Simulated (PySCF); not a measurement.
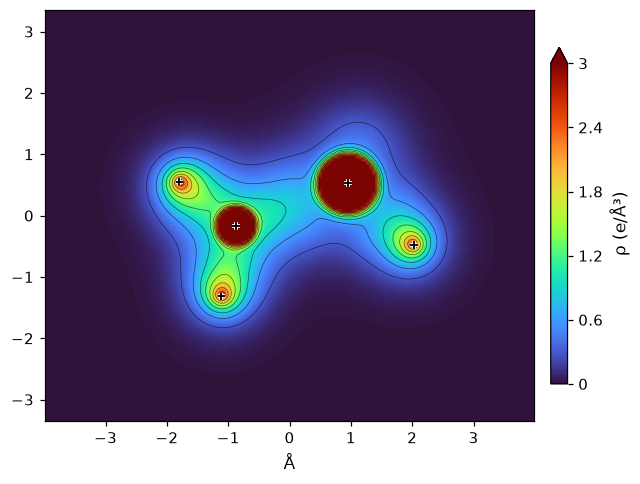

The electron density on a plane through atoms (crosses mark nuclei in the plane).

These are results of PBE0/def2-SVPD, SCF density, gas phase in PySCF 2.14.0, not measurements.

Candidates:
A. C$_{6}$H$_{8}$
B. BH$_{5}$Si (SMILES B[SiH3])
C. C$_{6}$H$_{5}$FN$_{2}$ (SMILES [H]/N=C\c1cncc(F)c1)

Q: Which candidate gave the map?

A: Candidate B: BH$_{5}$Si on the plane of atoms Si2, B1 and H4, which holds B, Si and H. Si–B (1.96 Å): the density is about 0.85 e/Å³ at the midpoint. B–H (1.17 Å): ρ at the midpoint is about 1.3 e/Å³.
